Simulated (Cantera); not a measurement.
Input: 1 mol acetone, 0.21 mol NH3, 0.39 mol H2, at 10.0 mbar.

Method: chemical equilibrium by Gibbs-energy minimisation in Cantera with the NASA 1993 tables (ideal gas, pure condensed phases). Candidate condensed phases: C, C6H6, C7H8, C8H18, H2O; 136 gas species. The feed counts by its element totals alone. Rates play no part.

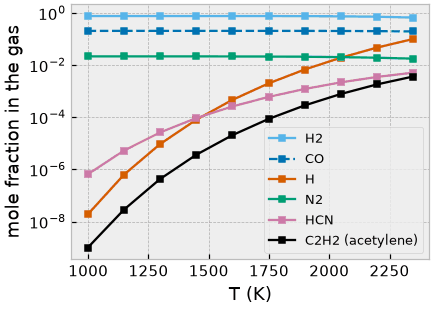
Fig. 1. Equilibrium gas composition (values under 1e-9 drawn at 1e-9)

From 998 K to 2348 K the condensed part is C(graphite). The main C-bearing gas is CO throughout.
